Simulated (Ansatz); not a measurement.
The starting structures come from a database of crystals and need not be the phases stable at ambient conditions.

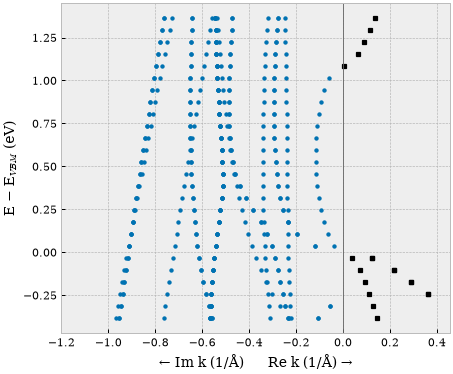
Figure. Complex bands at the centre of the two-dimensional zone; r2SCAN in Ansatz (a first-principles code)

No gap correction and no spin-orbit coupling; mid-gap values are interpolated between computed energies.

This is Y2CdSe4 (Fd-3m, spinel, not sure to be the ambient phase, 14 atoms a cell, 28.9 Å³ an atom) along the normal of (111). Read off the slowest decay at the centre of the two-dimensional zone at 0.53 eV, the computed energy nearest the middle of the gap.

κ ≈ 0.12 1/Å, a decay length 1/(2κ) of the density of 4.3 Å.
